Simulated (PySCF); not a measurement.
## Electronic structure of C3H7ClO2Si (charge +1, doublet) in real space

```xyz
14

C     2.9656   -0.4702   -0.1467
C     1.9988    0.4584    0.0906
O     0.7454    0.2203   -0.1659
Si   -0.7141    1.0289   -0.1758
Cl   -0.6094    2.8042    0.6786
O    -1.7486    0.1636    0.6711
C    -2.5130   -1.0020    0.7006
H     3.9943   -0.2714    0.1003
H     2.7211   -1.4253   -0.5855
H     2.2464    1.4314    0.5099
H    -0.9203    0.9711   -1.6188
H    -1.8740   -1.8832    0.8000
H    -3.1415   -1.0798   -0.1874
H    -3.1514   -0.9463    1.5897
```

Geometry: GFN2-xTB.

Theory: UKS B3LYP, pcH-1 on C Cl H O Si, non-relativistic, mean-field spin-orbit, GIAO (PySCF 2.14.0, density-fitted response routines).

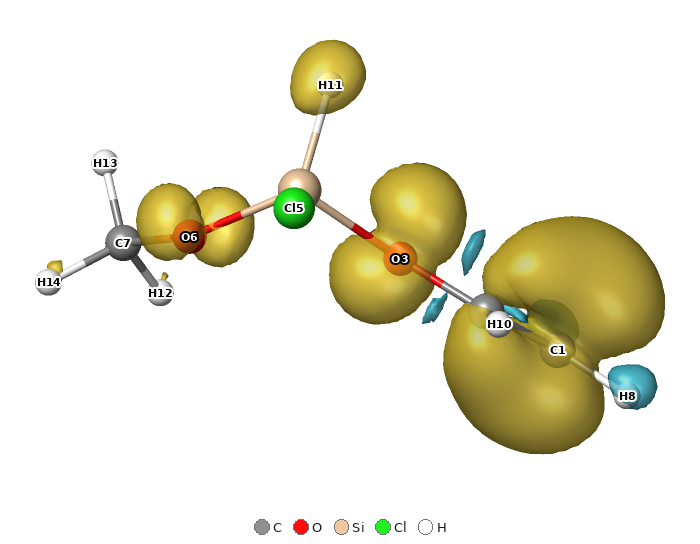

Figure 1. Isosurfaces of the spin density (α minus β) at +0.015 (yellow) and −0.015 e/Å³ (cyan), seen at an oblique angle.

### Which atoms carry the spin?

The unpaired spin (1 electron) lies mostly on C1 (about 0.5), O3 (about 0.2) and C2 (about 0.2), in electrons by Hirshfeld's partition.

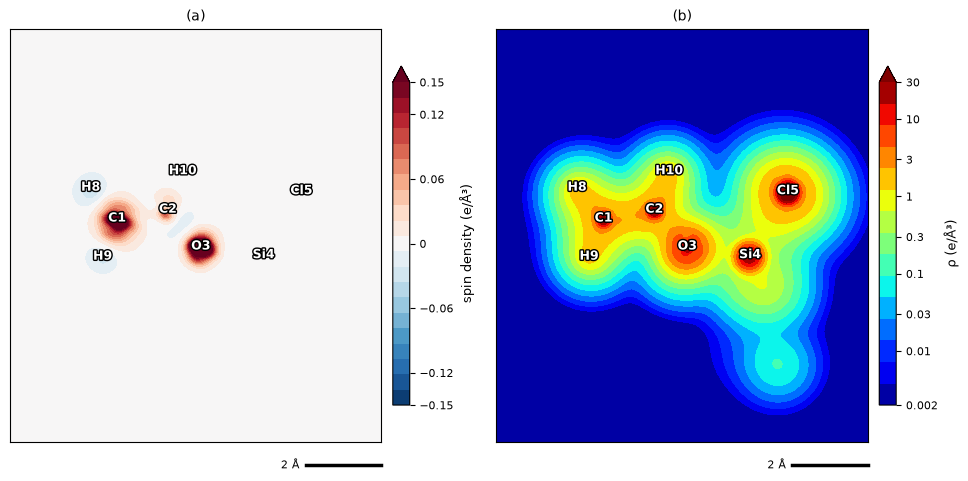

Figure 2. (a) spin density (α minus β); (b) total electron density on the plane of atoms C1, C2 and O3.

### Describe what can be read from this map.

- Atoms in the plane: C, O, Si, Cl and H.
- C–O (1.30 Å): ρ at the midpoint is about 2.3 e/Å³, with its minimum of 2 e/Å³ about 0.5 Å from C.
- C–C (1.36 Å): ρ is about 2.1 e/Å³ halfway.
- Si–Cl (1.97 Å): ρ is about 1.1 e/Å³ halfway.
- C–H (1.08 Å): the density is about 1.9 e/Å³ at the midpoint.
- Si–O (1.67 Å): ρ at the midpoint is about 0.95 e/Å³.
